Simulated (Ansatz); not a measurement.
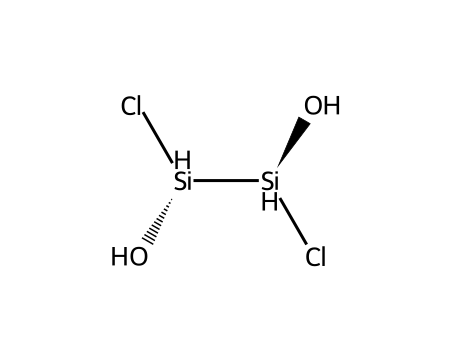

Structural formula above. The computed structure is the end point of a PBE-D4/def2-SVP optimisation. No frequency run is at hand to confirm it as a minimum.

What does the molecule look like in three dimensions?

The molecule is Cl2H4O2Si2. Its SMILES string is `O[Si@H](Cl)[Si@@H](O)Cl`. It has no ring. Among its groups: Si–H bond, Si–O bond. Coordination: 2 O bent; 2 Si tetrahedral.

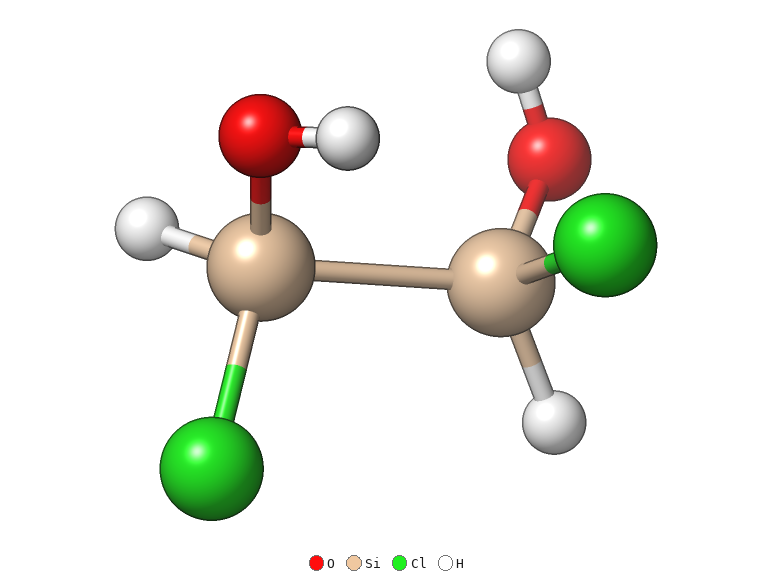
